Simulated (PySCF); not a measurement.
# UB3LYP/STO-6G run of InHCl (SMILES [Cl][InH])

What is the energy change on altering one bond length of InHCl at UB3LYP/STO-6G? 

The calculation is run with PySCF 2.14.0.

9 further runs of the same task are left out: 9 set aside as unsound or not needed.

### 1 The structure to begin with

InHCl: 3 atoms, total charge 0, spin state doublet. SMILES: `[Cl][InH]`. The coordinates come from a PBE0-D4/def2-TZVP relaxation.

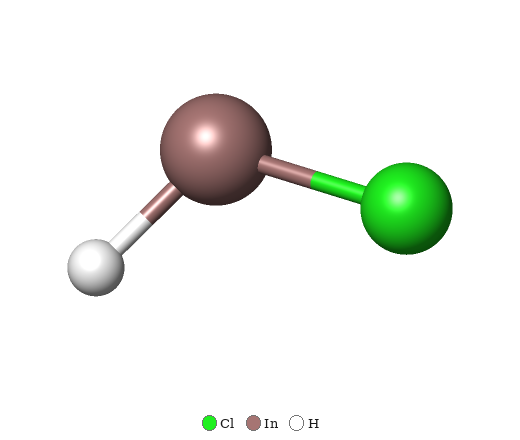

Viewed from a chosen angle; chlorine green, indium brown, hydrogen white.

### 2 A single-point energy at UB3LYP/STO-6G

The input, input.xyz:

```xyz
3
ClHIn
Cl    -1.649800     0.396800    -0.867400
In     0.409500     0.542400     0.286100
H      1.229400    -1.003900     0.568100
```

The input, input.py:

```python
from pyscf import gto, dft

mol = gto.M(
    atom='input.xyz',
    max_memory=1860,
    basis='sto-6g',
    spin=1,
    verbose=3,
)

myscf = dft.UKS(mol)
myscf.xc = 'b3lyp'
myscf.grids.level = 5
myscf.conv_tol = 1e-10
myscf.kernel()
if not myscf.converged:
    myscf = myscf.newton().run(myscf.mo_coeff, myscf.mo_occ)

etot = myscf.e_tot
print('Final energy', etot)
```

The run is started by

```
$ OMP_NUM_THREADS=1 python input.py
```

Output:

```text
WARN: HOMO -0.451711153765926 >= LUMO -0.451711153765911

converged SCF energy = -6173.97857990967  <S^2> = 0.75174323  2S+1 = 2.0017425
Final energy -6173.978579909666
```

Wall time 8.4 s (1 thread of Arm Neoverse V1, shared host); peak memory 0.27 GiB.

### 3 The distorted shape, same level

The input, input.xyz:

```xyz
3

Cl    -2.633657     2.252316    -1.205792
In    -0.574357     2.397916    -0.052292
H      1.229400    -1.003900     0.568100
```

The input, input.py:

```python
from pyscf import gto, dft

mol = gto.M(
    atom='input.xyz',
    basis='sto-6g',
    verbose=4,
    max_memory=1860,
    spin=1,
)

mf = dft.UKS(mol)
mf.xc = 'b3lyp'
mf.conv_tol = 1e-10
mf.grids.level = 5
mf.kernel()
if not mf.converged:
    mf = mf.newton().run(mf.mo_coeff, mf.mo_occ)

e_final = mf.e_tot
print('E = %.10f Eh' % e_final)
```

The run is started by

```
$ OMP_NUM_THREADS=1 python input.py
```

Output:

```text
PySCF version 2.14.0

[INPUT] num. atoms = 3
[INPUT] num. electrons = 67
[INPUT] charge = 0
[INPUT] spin (= nelec alpha-beta = 2S) = 1
[INPUT] symmetry False subgroup None
[INPUT] Mole.unit = angstrom
[INPUT] Symbol           X                Y                Z      unit          X                Y                Z       unit  Magmom
[INPUT]  1 Cl    -2.633657000000   2.252316000000  -1.205792000000 AA   -4.976890436044   4.256260385976  -2.278616643192 Bohr   0.0
[INPUT]  2 In    -0.574357000000   2.397916000000  -0.052292000000 AA   -1.085377427727   4.531404509713  -0.098817558506 Bohr   0.0
[INPUT]  3 H      1.229400000000  -1.003900000000   0.568100000000 AA    2.323229297540  -1.897096056451   1.073553411365 Bohr   0.0

nuclear repulsion = 194.727663680021
number of shells = 17
number of NR pGTOs = 222
number of NR cGTOs = 37
basis = sto-6g
ecp = {}

******** <class 'pyscf.dft.uks.UKS'> ********
method = UKS
initial guess = minao
damping factor = 0
level_shift factor = 0
DIIS = <class 'pyscf.scf.diis.CDIIS'>
diis_start_cycle = 1
diis_space = 8
diis_damp = 0
SCF conv_tol = 1e-10
SCF conv_tol_grad = None
SCF max_cycles = 50
direct_scf = True
direct_scf_tol = 1e-13
number electrons alpha = 34  beta = 33
XC library pyscf.dft.libxc version 7.0.0
    S. Lehtola, C. Steigemann, M. J.T. Oliveira, and M. A.L. Marques.,  SoftwareX 7, 1–5 (2018)
XC functionals = b3lyp
    P. J. Stephens, F. J. Devlin, C. F. Chabalowski, and M. J. Frisch.,  J. Phys. Chem. 98, 11623 (1994)
radial grids:
    Treutler-Ahlrichs [JCP 102, 346 (1995); DOI:10.1063/1.469408] (M4) radial grids

becke partition: Becke, JCP 88, 2547 (1988); DOI:10.1063/1.454033
pruning grids: <function nwchem_prune>
grids dens level: 5
symmetrized grids: False
atomic radii adjust function: <function treutler_atomic_radii_adjust>
small_rho_cutoff = 0
Set gradient conv threshold to 1e-05
tot grids = 113920
init E= -6160.8460592581
[... the frontier-level lines of each cycle are left out ...]


cycle= 1 E= -6173.35127995038  delta_E= -12.5  |g|= 0.204  |ddm|= 1.67
cycle= 2 E= -6173.2116973762  delta_E= 0.14  |g|= 0.333  |ddm|= 2.31
cycle= 3 E= -6173.53222510423  delta_E= -0.321  |g|= 0.127  |ddm|= 1.56
cycle= 4 E= -6173.36089493967  delta_E= 0.171  |g|= 0.14  |ddm|= 2.25
cycle= 5 E= -6173.83528748511  delta_E= -0.474  |g|= 0.0949  |ddm|= 1.46
cycle= 6 E= -6173.80360253094  delta_E= 0.0317  |g|= 0.147  |ddm|= 0.244
cycle= 7 E= -6173.8238319518  delta_E= -0.0202  |g|= 0.0954  |ddm|= 1.01
cycle= 8 E= -6173.70353464095  delta_E= 0.12  |g|= 0.207  |ddm|= 0.63
cycle= 9 E= -6173.85645924743  delta_E= -0.153  |g|= 0.0263  |ddm|= 1.04
cycle= 10 E= -6173.8607495358  delta_E= -0.00429  |g|= 0.0063  |ddm|= 0.225
cycle= 11 E= -6173.86099464417  delta_E= -0.000245  |g|= 0.00128  |ddm|= 0.0559
cycle= 12 E= -6173.86100185589  delta_E= -7.21e-06  |g|= 0.000209  |ddm|= 0.0104
cycle= 13 E= -6173.86100197096  delta_E= -1.15e-07  |g|= 4.68e-05  |ddm|= 0.00141
cycle= 14 E= -6173.86100197747  delta_E= -6.51e-09  |g|= 1.76e-05  |ddm|= 0.000269
cycle= 15 E= -6173.86100197864  delta_E= -1.17e-09  |g|= 6.75e-06  |ddm|= 0.000145
cycle= 16 E= -6173.86100197881  delta_E= -1.73e-10  |g|= 2.32e-06  |ddm|= 4.36e-05
cycle= 17 E= -6173.86100197887  delta_E= -6.37e-11  |g|= 8.21e-07  |ddm|= 3.96e-05
Extra cycle  E= -6173.86100197888  delta_E= -7.28e-12  |g|= 5.26e-07  |ddm|= 8.13e-06
converged SCF energy = -6173.86100197888  <S^2> = 0.75018808  2S+1 = 2.0001881
E = -6173.8610019789 Eh
```

Wall time 11 s (1 thread of Arm Neoverse V1, shared host); peak memory 0.25 GiB.

### 4 Results

At UB3LYP/STO-6G:

```
                                                          quantity           value
                                         first shape: total energy  -6173.97858 Eh
                                        first shape: dipole moment          3.21 D
                   first shape: HOMO energy (highest over α and β)        -2.88 eV
                    first shape: LUMO energy (lowest over α and β)        -0.05 eV
                                                 first shape: ⟨S²⟩           0.752
                                     distorted shape: total energy  -6173.86100 Eh
                                    distorted shape: dipole moment          2.75 D
               distorted shape: HOMO energy (highest over α and β)        -3.16 eV
                distorted shape: LUMO energy (lowest over α and β)         1.39 eV
                                             distorted shape: ⟨S²⟩           0.750
energy change with the In2–H3 bond stretched from 1.773 to 3.900 Å        3.199 eV
```

**Reading.** With the In2–H3 bond stretched from 1.773 to 3.900 Å the energy rises by 3.20 eV (74 kcal/mol). The first shape isn't relaxed at this level, so the change isn't measured from a minimum. The minimal basis adds a large error of its own. Relativity is left out (first shape) although the molecule holds a heavy atom. Relativity is left out (distorted shape) although the molecule holds a heavy atom.
